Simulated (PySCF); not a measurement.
SMILES CC([SiH2]C(O)=O)(C)C at its GFN2-xTB optimised geometry (Å):

```
20

C     -0.9349    -2.8113     1.1255
C      0.0160    -1.6146     1.0606
C      0.2597    -1.0952     2.4812
C      1.3523    -2.0668     0.4644
Si    -0.7478    -0.2313    -0.0265
C      0.4174     1.2952     0.0000
O      1.6231     1.2952     0.0000
O     -0.2844     2.4354     0.0000
H     -0.5039    -3.6056     1.7341
H     -1.1246    -3.2098     0.1316
H     -1.8887    -2.5264     1.5641
H     -0.6679    -0.7573     2.9402
H      0.9629    -0.2650     2.4709
H      0.6783    -1.8844     3.1052
H      2.0391    -1.2279     0.3821
H      1.8112    -2.8251     1.0984
H      1.2108    -2.4938    -0.5264
H     -0.8521    -0.6605    -1.4254
H     -2.0391     0.2348     0.4817
H      0.3069     3.2098    -0.0029
```

Calculation: CAM-B3LYP/def2-SVP (PySCF). Cells within 0.4 Å of a nucleus heavier than hydrogen are left out (blank, or x).

Map of the Laplacian of the electron density (e/bohr⁵), clipped to [-1.50, 1.50] on the plane z = 0.0 Å:

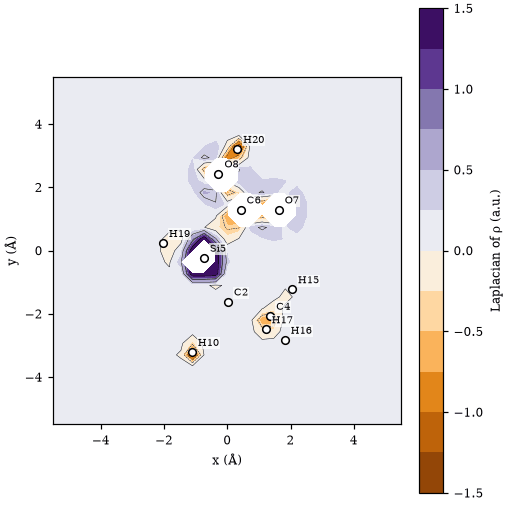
Figure: Laplacian of the electron density (e/bohr⁵), clipped to [-1.50, 1.50] on the plane z = 0.0 Å.
